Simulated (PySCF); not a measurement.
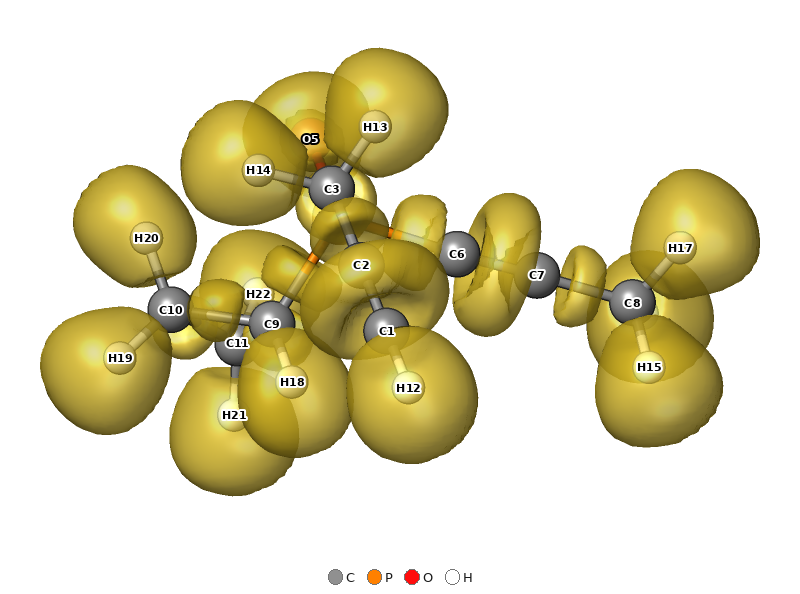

*C$_{9}$H$_{11}$OP. Isosurface of the electron localisation function at 0.75 (yellow), seen from one side. Only the valence region is drawn (cores and ρ < 0.01 e/Å³ removed).*

Geometry: GFN2-xTB.

Computed with PBE0/pcSseg-1, SCF density, gas phase, non-relativistic in PySCF 2.14.0.

```xyz
22

C    -0.7926    2.9409    0.9186
C    -0.8769    2.3086   -0.0942
C    -0.9593    1.5095   -1.2872
P    -0.2844   -0.1900   -1.0307
O    -0.3451   -1.0166   -2.2408
C     1.3464    0.0784   -0.3989
C     2.4902    0.1726   -0.0334
C     3.8481    0.3148    0.4322
C    -1.1991   -0.8521    0.3918
C    -2.4413   -1.6206    0.0482
C    -1.2232   -2.3474    0.5045
H    -0.7260    3.5113    1.7960
H    -0.3914    1.9630   -2.1062
H    -1.9994    1.3865   -1.6100
H     3.8583    0.7874    1.4139
H     4.3172   -0.6661    0.5031
H     4.4160    0.9292   -0.2656
H    -1.1773   -0.2513    1.2905
H    -3.2898   -1.5476    0.7125
H    -2.6993   -1.6990   -0.9988
H    -1.2120   -2.7880    1.4902
H    -0.6694   -2.9043   -0.2382
```

**Identify the bonds, lone pairs and shells in this picture.**

At this value the surface marks out seven regions between bonded C–C atoms (shared pairs), three regions between bonded C–P atoms (shared pairs), eleven regions around hydrogen nuclei and one region on O in which the atom's valence shell and bonds are merged.

Values along the shortest contacts:
C–C (1.20 Å): the ELF peaks at about 0.85 between the atoms; a multiple bond. P–O (1.47 Å): the ELF peaks at about 0.80 between the atoms (a polar covalent bond).
